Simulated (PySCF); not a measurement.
## Electronic structure of GeCl (charge −1, triplet) in real space

```xyz
2

Ge    0.0000    0.0000   -0.7675
Cl    0.0000    0.0000    1.6225
```

Theory: PBE0/aug-cc-pVDZ(-PP), non-relativistic Hamiltonian with scalar-relativistic core potentials where named, at a bond length of 2.390 Å in PySCF.

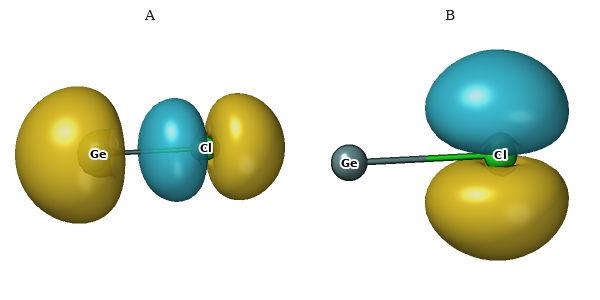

Figure 1. Two frontier β-spin orbitals, each drawn at the value that holds 80 % of its norm (yellow and cyan are the two phases), in no order; of a degenerate pair one member is drawn.

Question: Name the orbitals and rank them from lowest to highest energy.

Answer: Orbital B: π, occupied in this spin, −3.47 eV; mainly on Cl (95 %).
Orbital A: σ, occupied in this spin, −3.22 eV; shared between the atoms (Ge 45 %, Cl 55 %).

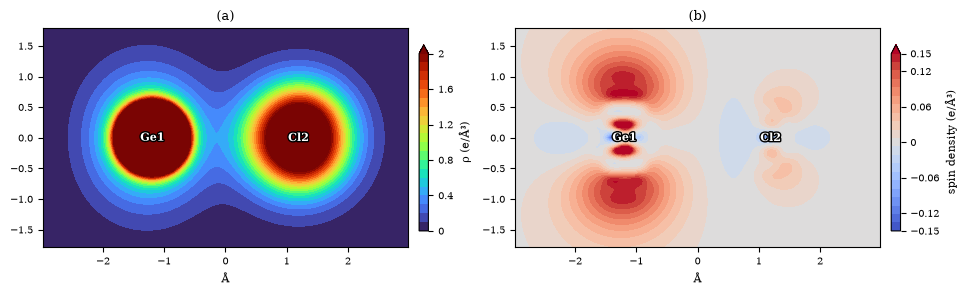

Figure 2. (a) total electron density; (b) spin density (α minus β) on a plane that holds the molecular axis.

Question: What does the map show?

Answer: The plane passes through Ge and Cl nuclei. Ge–Cl (2.39 Å): the density is about 0.45 e/Å³ at the midpoint, with its minimum of 0.4 e/Å³ about 1.0 Å from Ge. The unpaired spin (2 electrons) lies mostly on Ge1 (about 1.9) and Cl2 (about 0.1), in electrons by Hirshfeld's partition.

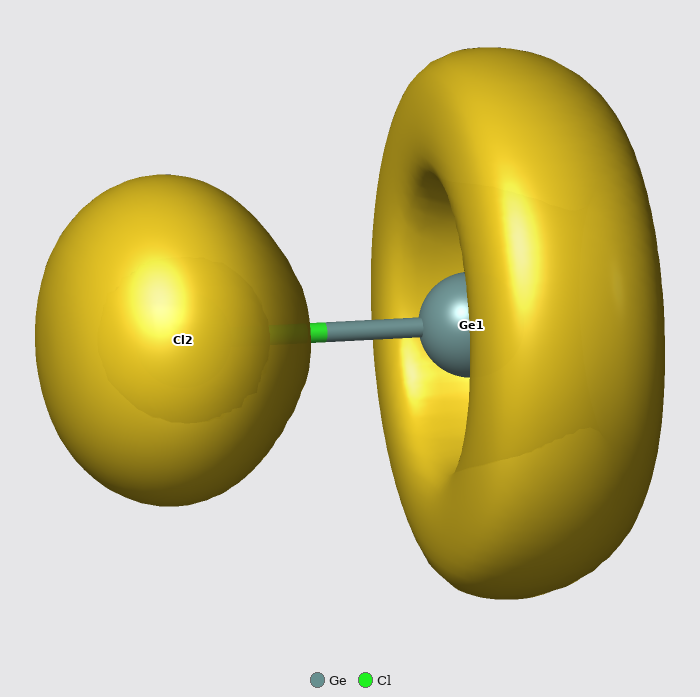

Figure 3. Isosurface of the ELF at 0.75 (yellow), seen from one side. Core shells and regions of very low density are left out.

Question: Identify the bonds, lone pairs and shells in this picture.

Answer: The ELF exceeds this value in one region wrapped around Cl (its valence shell) and one region wrapped around Ge (its valence shell).


Ge–Cl (2.39 Å): the ELF peaks at about 0.85 in the valence shell of Cl, 0.8 Å from its nucleus, and is about 0.50 at the midpoint.
